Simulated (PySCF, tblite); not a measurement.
# C20H22O4S: electronic excitations, NMR shifts

Wanted: electronic excitations, NMR shifts for C20H22O4S (`O=C(c1ccccc1)[C@H](OS(=O)(=O)C1CCCCC1)c1ccccc1`).

Computed with tblite 0.8.0 and PySCF 2.14.0 and routines of our own; the level stands in each step. Atoms count from 0.

## 1. The system as given

47 atoms, charge 0, multiplicity 1; geometry from: force field, distance geometry or constructed start.

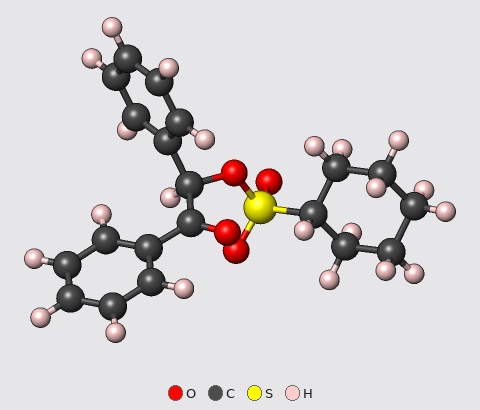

The starting geometry (oxygen red, carbon dark grey, sulfur yellow, hydrogen pink).

## 2. Relaxing the molecule with GFN2-xTB

Job settings and geometry (Å):

```
{"job": {"kind": "relax", "xc": "GFN2-xTB", "basis": "xTB"}, "charge": 0, "multiplicity": 1}
O     -0.030100    -1.281500    -0.922000
C     -1.035600    -0.549200    -0.905900
C     -2.155400    -0.845100    -1.839000
C     -2.035000    -1.944000    -2.701700
C     -3.052600    -2.274000    -3.591700
C     -4.208700    -1.496200    -3.651700
C     -4.341500    -0.393200    -2.808800
C     -3.320700    -0.063700    -1.902300
C     -1.130800     0.633000     0.074800
O      0.133200     0.924200     0.641300
S      1.204700     1.739200    -0.273700
O      1.485600     2.990500     0.399800
O      0.755500     1.728100    -1.645200
C      2.619500     0.629900    -0.090900
C      3.808400     1.176200    -0.884600
C      5.038400     0.281100    -0.723500
C      5.401700     0.073700     0.738400
C      4.216500    -0.469900     1.533700
C      2.984200     0.423700     1.387100
C     -2.055600     0.349300     1.247900
C     -2.969900     1.331500     1.678600
C     -3.818300     1.083200     2.756700
C     -3.757700    -0.134200     3.432600
C     -2.853000    -1.115600     3.021800
C     -1.996700    -0.865500     1.945400
H     -1.144200    -2.567200    -2.665900
H     -2.940000    -3.129200    -4.253600
H     -4.999000    -1.746500    -4.348000
H     -5.243400     0.211200    -2.851800
H     -3.477300     0.799900    -1.265900
H     -1.484800     1.518000    -0.471900
H      2.308200    -0.324600    -0.525600
H      4.054600     2.187500    -0.552300
H      3.552700     1.247200    -1.943400
H      4.849400    -0.689600    -1.203900
H      5.889700     0.731300    -1.260900
H      5.729900     1.024200     1.167200
H      6.245800    -0.620700     0.812100
H      3.979600    -1.485200     1.193300
H      4.485400    -0.538500     2.594700
H      3.176800     1.386800     1.869400
H      2.154700    -0.039800     1.930400
H     -3.012100     2.296300     1.177600
H     -4.515800     1.845800     3.080600
H     -4.423900    -0.326300     4.271700
H     -2.796000    -2.056700     3.551100
H     -1.276100    -1.635400     1.659500
```

Started as:

```console
> OMP_NUM_THREADS=2 python large_run.py task.json out
```

The driver reads the jobs from task.json and runs them one after another.

Log:

```text
step      E/eV     max force
  0   -2001.73932    2.192
  1   -2001.82270    2.441
  2   -2001.88887    0.616
  3   -2001.92135    0.426
  4   -2001.93549    0.369
  5   -2001.94253    0.197
  6   -2001.95189    0.312
  7   -2001.96044    0.388
  8   -2001.96818    0.240
  9   -2001.97517    0.213
 10   -2001.98221    0.202
 11   -2001.98879    0.244
 12   -2001.99488    0.161
 13   -2002.00030    0.172
 14   -2002.00485    0.141
 15   -2002.00835    0.141
 16   -2002.01092    0.095
 17   -2002.01286    0.077
 18   -2002.01453    0.093
 19   -2002.01620    0.094
 20   -2002.01799    0.074
 21   -2002.01979    0.070
 22   -2002.02150    0.077
 23   -2002.02318    0.075
 24   -2002.02507    0.075
 25   -2002.02715    0.078
 26   -2002.02915    0.084
 27   -2002.03088    0.070
 28   -2002.03242    0.063
 29   -2002.03396    0.062
 30   -2002.03541    0.060
 31   -2002.03663    0.063
 32   -2002.03776    0.072
 33   -2002.03899    0.075
 34   -2002.04028    0.065
 35   -2002.04137    0.047
 36   -2002.04223    0.054
 37   -2002.04303    0.057
 38   -2002.04396    0.082
 39   -2002.04487    0.079
 40   -2002.04562    0.049
 41   -2002.04628    0.052
 42   -2002.04702    0.061
 43   -2002.04791    0.078
 44   -2002.04889    0.079
 45   -2002.04986    0.063
 46   -2002.05080    0.062
 47   -2002.05174    0.051
 48   -2002.05266    0.065
 49   -2002.05352    0.059
 50   -2002.05433    0.051
 51   -2002.05507    0.052
 52   -2002.05571    0.047
 53   -2002.05624    0.042
 54   -2002.05671    0.040
 55   -2002.05720    0.035
 56   -2002.05768    0.036
 57   -2002.05808    0.032
 58   -2002.05836    0.025
 59   -2002.05857    0.023
 60   -2002.05875    0.020
 61   -2002.05891    0.024
 62   -2002.05905    0.021
 63   -2002.05919    0.024
 64   -2002.05935    0.029
 65   -2002.05953    0.032
 66   -2002.05975    0.032
 67   -2002.06001    0.031
 68   -2002.06027    0.028
 69   -2002.06052    0.029
 70   -2002.06077    0.033
 71   -2002.06102    0.034
 72   -2002.06125    0.032
 73   -2002.06144    0.028
 74   -2002.06161    0.028
 75   -2002.06179    0.037
 76   -2002.06198    0.033
 77   -2002.06215    0.026
 78   -2002.06229    0.024
 79   -2002.06244    0.026
 80   -2002.06260    0.034
 81   -2002.06278    0.029
 82   -2002.06293    0.022
 83   -2002.06303    0.017
```

It took 2.2 s on 2 threads of Arm Neoverse V1, shared host; peak memory 0.18 GiB.

The steps of the relaxation:

```tsv
step	energy from step 0 (eV)	largest force (eV/Å)
0	0.0000	2.1917
1	-0.0834	2.4411
2	-0.1496	0.6157
3	-0.1820	0.4264
4	-0.1962	0.3692
5	-0.2032	0.1966
6	-0.2126	0.3119
7	-0.2211	0.3881
8	-0.2289	0.2395
14	-0.2655	0.1404
20	-0.2787	0.0738
27	-0.2916	0.0703
33	-0.2997	0.0752
40	-0.3063	0.0495
46	-0.3115	0.0621
53	-0.3169	0.0423
59	-0.3193	0.0231
66	-0.3204	0.0323
72	-0.3219	0.0325
79	-0.3231	0.0264
80	-0.3233	0.0331
81	-0.3235	0.0284
82	-0.3236	0.0220
83	-0.3237	0.0171
```

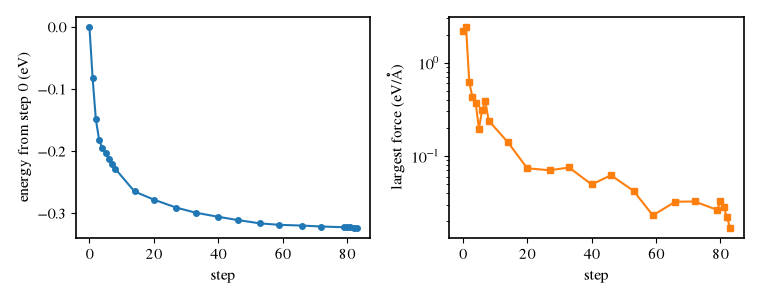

Energy and force, step by step.

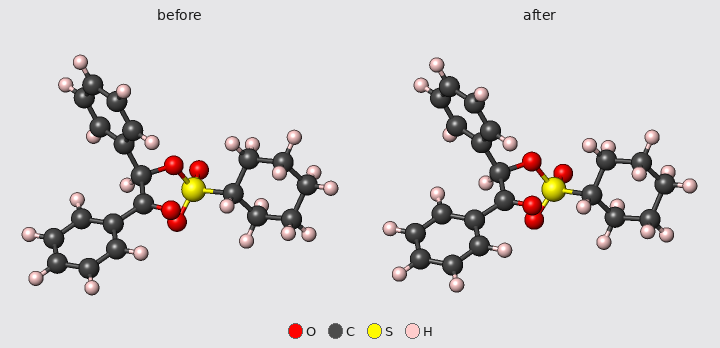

Before and after, at one scale.

Distances of close pairs at the start and the end, largest changes first:

```tsv
bond	before (Å)	after (Å)	change (Å)
O0–C1	1.244	1.212	-0.032
C13–C18	1.536	1.514	-0.023
C6–C7	1.404	1.383	-0.022
C19–C20	1.409	1.389	-0.021
S10–O11	1.449	1.431	-0.018
C23–C24	1.398	1.384	-0.014
C24–H46	1.093	1.080	-0.013
C19–C24	1.402	1.389	-0.013
```

The final coordinates are the input of the step that follows.

## 3. Harmonic vibrations with GFN2-xTB

Job settings and geometry (Å):

```
{"job": {"kind": "ir", "xc": "GFN2-xTB", "basis": "xTB"}, "charge": 0, "multiplicity": 1}
O      0.076062    -1.047017    -0.786813
C     -0.948113    -0.399597    -0.816749
C     -2.063000    -0.735667    -1.724602
C     -1.870362    -1.802473    -2.605982
C     -2.863851    -2.180938    -3.486659
C     -4.069098    -1.497170    -3.500684
C     -4.273021    -0.439287    -2.628188
C     -3.281298    -0.056616    -1.743952
C     -1.137751     0.778329     0.135858
O      0.107472     1.110894     0.727223
S      1.248241     1.671779    -0.291722
O      1.706774     2.910619     0.258013
O      0.675797     1.711073    -1.607854
C      2.593580     0.461734    -0.168296
C      3.749637     1.036911    -0.965649
C      5.011747     0.197489    -0.766001
C      5.358617     0.109089     0.717372
C      4.197104    -0.506589     1.491836
C      2.928057     0.324179     1.301506
C     -2.105648     0.430691     1.243335
C     -3.057338     1.350896     1.662924
C     -3.923077     1.036154     2.696000
C     -3.843779    -0.198774     3.317183
C     -2.891738    -1.116528     2.906518
C     -2.024020    -0.803911     1.874767
H     -0.924072    -2.321563    -2.581582
H     -2.701198    -3.007129    -4.162890
H     -4.848274    -1.786628    -4.190564
H     -5.212737     0.092731    -2.640610
H     -3.464453     0.764516    -1.070332
H     -1.485790     1.646481    -0.436368
H      2.207166    -0.457268    -0.600804
H      3.924453     2.058159    -0.619452
H      3.476653     1.082954    -2.021114
H      4.846347    -0.807510    -1.160261
H      5.837804     0.646091    -1.320061
H      5.561708     1.110264     1.102710
H      6.258764    -0.493833     0.854011
H      4.020930    -1.522479     1.131425
H      4.440241    -0.562680     2.554178
H      3.070700     1.328362     1.706359
H      2.087351    -0.132548     1.825010
H     -3.114179     2.318478     1.185397
H     -4.660364     1.757217     3.016873
H     -4.520528    -0.443665     4.122341
H     -2.825318    -2.080244     3.389275
H     -1.276051    -1.515233     1.558537
```

Log:

```text
mode    cm-1     km/mol
  1     -12.1      0.66
  2      16.8      0.04
  3      26.1      0.94
  4      28.0      1.05
  5      40.6      0.35
  6      46.2      1.37
  7      55.3      0.75
  8      89.8      1.50
  9     109.1      3.57
 10     125.3      0.64
 11     135.3      2.40
 12     157.1      3.96
 13     191.8      7.39
 14     198.3      2.46
 15     222.2      0.13
 16     230.0      1.72
 17     232.2      9.17
 18     251.5      4.05
 19     289.6      5.15
 20     304.5      0.80
 21     327.4      4.42
 22     339.5      0.62
 23     361.8      0.02
 24     371.5      0.03
 25     392.5      3.83
 26     425.0      5.81
 27     428.0      2.05
 28     442.3     21.67
 29     457.5     13.08
 30     480.3     43.14
 31     497.2     70.21
 32     521.7      7.79
 33     541.7     40.24
 34     562.9    136.15
 35     587.3      1.37
 36     589.4      0.55
 37     639.8     16.41
 38     658.7     33.25
 39     661.6     64.56
 40     682.5     31.93
 41     710.0    208.86
 42     756.5     14.17
 43     760.4     31.86
 44     775.0    162.92
 45     824.5      0.07
 46     838.1     13.98
 47     866.0      4.65
 48     868.0     17.73
 49     870.6      4.95
 50     879.5      0.21
 51     892.2      2.47
 52     906.3      0.72
 53     910.6      0.15
 54     930.1      0.07
 55     930.3      0.09
 56     933.0      0.00
 57     934.5      7.24
 58     934.8      0.31
 59     936.2      3.62
 60     963.8     46.56
 61     965.8      1.27
 62     988.7      8.00
 63     989.5     10.28
 64    1014.8    101.35
 65    1061.5      0.78
 66    1073.3    127.30
 67    1078.3     12.91
 68    1082.1      0.40
 69    1084.8      0.70
 70    1088.8     16.14
 71    1114.2      3.24
 72    1120.5      5.71
 73    1123.4     36.34
 74    1128.1    218.21
 75    1137.5      1.07
 76    1162.2     31.59
 77    1178.0     12.23
 78    1180.4      0.83
 79    1181.9      0.16
 80    1193.9     29.34
 81    1194.7      3.57
 82    1202.1      1.84
 83    1229.2     26.87
 84    1237.6     60.03
 85    1239.6     28.94
 86    1240.0     58.96
 87    1246.4     71.51
 88    1263.3    436.12
 89    1273.0      1.75
 90    1279.1      1.27
 91    1286.0     11.87
 92    1300.8      3.10
 93    1324.0      0.07
 94    1328.5      2.00
 95    1332.8      0.58
 96    1335.4      0.47
 97    1338.4      1.06
 98    1348.0      2.48
 99    1353.3      0.34
100    1429.4      7.09
101    1438.2      0.58
102    1462.3     19.63
103    1472.2      2.45
104    1477.0      0.48
105    1481.9      0.75
106    1485.1      1.42
107    1488.0      2.26
108    1499.9      0.13
109    1579.6      4.61
110    1590.2     37.12
111    1592.0      0.45
112    1597.7      2.89
113    1716.2    322.76
114    2907.5     20.19
115    2970.7     15.03
116    2972.2      7.06
117    2978.1     18.56
118    2983.5      5.73
119    2985.7      1.91
120    2991.1     18.03
121    2993.8    113.05
122    2994.5     76.98
123    2997.3     29.36
124    3002.3     59.32
125    3018.1     21.61
126    3075.7      5.66
127    3078.8      0.58
128    3080.3      1.67
129    3085.5     15.95
130    3086.6     39.11
131    3093.1     31.99
132    3094.0     57.21
133    3099.2     16.92
134    3100.1     14.14
135    3115.9     13.62
```

Wall time 6.8 s (2 threads of Arm Neoverse V1, shared host); peak memory 0.18 GiB.

Which atoms move in the most intense modes:

```tsv
cm⁻¹	km/mol	atoms
563	136.2	S10 30 %
710	208.9	O9 38 %, S10 13 %
775	162.9	C19 15 %, O9 14 %, H44 11 %
1073	127.3	C8 38 %, O9 20 %
1128	218.2	O12 25 %, O11 24 %, S10 18 %
1263	436.1	S10 35 %, O11 25 %, O12 19 %
1716	322.8	C1 61 %, O0 38 %
2994	113.0	H36 45 %
```

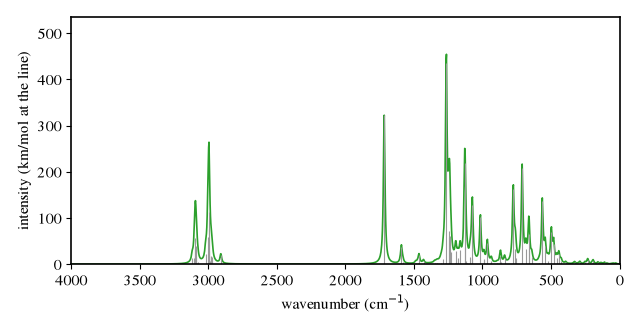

The infrared spectrum from these modes, unscaled. Lines are broadened to a width of 14 cm⁻¹ (Lorentzian).

## 4. Electronic excitations: TDA CAM-B3LYP/def2-SVP

Settings changed since step 3:

```diff
@@ -1,2 +1,2 @@
-{"job": {"kind": "ir", "xc": "GFN2-xTB", "basis": "xTB"}, "charge": 0, "multiplicity": 1}
+{"job": {"kind": "uv", "basis": "def2-SVP", "grid": 1, "kgrid": 0, "vcut": 1.5, "nstates": 6, "ntriplets": 2, "tda": true, "delta": [], "pop": true, "xc": "CAM-B3LYP"}, "charge": 0, "multiplicity": 1}
 O      0.076062    -1.047017    -0.786813
```

Method: TDA CAM-B3LYP/def2-SVP, vertical, gas phase, core orbitals frozen in the response, virtual orbitals cut by energy.

Log:

```text
start: PBE on a coarse grid of 38837 points
cycle   1  E = -1471.1339049800  dE =  4.306e+00  |g| = 1.664e+00  |ddm| = 9.002e+00
cycle   2  E = -1468.6841930709  dE =  2.450e+00  |g| = 3.834e+00  |ddm| = 7.088e+00
cycle   3  E = -1471.5864149198  dE = -2.902e+00  |g| = 7.407e-01  |ddm| = 5.823e+00
cycle   4  E = -1471.6993784469  dE = -1.130e-01  |g| = 2.981e-01  |ddm| = 1.278e+00
cycle   5  E = -1471.7124188222  dE = -1.304e-02  |g| = 1.591e-01  |ddm| = 4.810e-01
cycle   6  E = -1471.7177684080  dE = -5.350e-03  |g| = 5.444e-02  |ddm| = 2.312e-01
cycle   7  E = -1471.7184038649  dE = -6.355e-04  |g| = 1.609e-02  |ddm| = 7.955e-02
cycle   8  E = -1471.7184515784  dE = -4.771e-05  |g| = 5.721e-03  |ddm| = 2.544e-02
final grid: 167136 points
cycle   9  E = -1472.9519103308  dE = -1.682e-02  |g| = 1.293e-01  |ddm| = 9.094e-01
cycle  10  E = -1472.9495406040  dE =  2.370e-03  |g| = 1.753e-01  |ddm| = 3.004e-01
cycle  11  E = -1472.9551834764  dE = -5.643e-03  |g| = 1.738e-02  |ddm| = 1.835e-01
cycle  12  E = -1472.9552308540  dE = -4.738e-05  |g| = 1.026e-02  |ddm| = 2.702e-02
cycle  13  E = -1472.9552539942  dE = -2.314e-05  |g| = 2.110e-03  |ddm| = 1.494e-02
cycle  14  E = -1472.9552554850  dE = -1.491e-06  |g| = 5.356e-04  |ddm| = 3.070e-03
cycle  15  E = -1472.9552543122  dE =  1.173e-06  |g| = 2.751e-04  |ddm| = 1.078e-03
cycle  16  E = -1472.9552535097  dE =  8.025e-07  |g| = 7.439e-05  |ddm| = 5.781e-04
converged SCF energy = -1472.9552535097

Static polarisability (au): isotropic 226.178, principal 186.290 224.896 267.348

Singlet excitations
state   eV       nm        f      main configurations
  1   4.1494    298.8   0.00222   H-4->L 0.30, H-3->L 0.27, H->L 0.20
  2   5.1467    240.9   0.01467   H-2->L 0.27, H-3->L 0.22, H-1->L 0.18
  3   5.4545    227.3   0.13934   H->L 0.41, H-1->L 0.16, H->L+2 0.09
  4   5.6507    219.4   0.18231   H->L+2 0.17, H-2->L 0.16, H-3->L 0.15
  5   5.9702    207.7   0.07876   H-4->L 0.37, H-1->L 0.33, H->L 0.11
  6   6.0534    204.8   0.02067   H-2->L 0.39, H-1->L 0.17

Triplet excitations (Tamm-Dancoff, eV): 3.6472 3.6971
```

Wall time 2.6 min (2 threads of Arm Neoverse V1, shared host); peak memory 1.4 GiB.

The orbitals next to the gap, with their largest atomic shares:

```tsv
orbital	eV	atoms
HOMO−4	-9.14	O0 23 %, C19 8 %, C22 8 %
HOMO−3	-8.97	O0 18 %, C4 18 %, C7 18 %
HOMO−2	-8.87	C6 16 %, C3 15 %, C20 12 %
HOMO−1	-8.80	C23 15 %, C20 15 %, C6 14 %
HOMO	-8.60	C19 19 %, C22 19 %, C24 9 %
LUMO	-0.72	C1 24 %, O0 17 %, C5 16 %
LUMO+1	0.47	C22 22 %, C19 21 %, C24 12 %
LUMO+2	0.73	C21 21 %, C23 20 %, C24 20 %
LUMO+3	0.83	C3 20 %, C6 20 %, C7 15 %
```

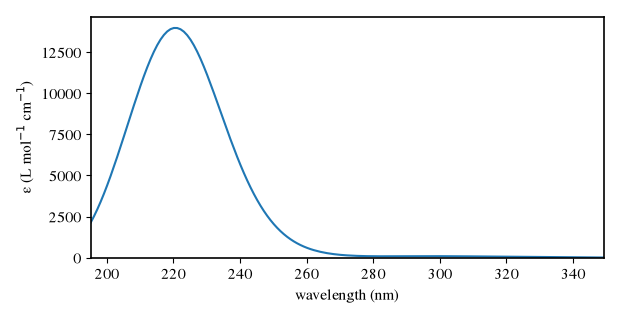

Absorption spectrum: each of the 6 states is a Gaussian band of 0.4 eV half-width at 1/e. Beyond the last state computed it falls off for lack of states.

Ground-state properties from the same run:

```tsv
property	computed
dipole moment (D)	4.17
polarisability (Å³)	33.52
HOMO–LUMO gap (eV)	7.88
−ε(HOMO) (eV)	8.60
```

(Part 1 of 2 ends here.)
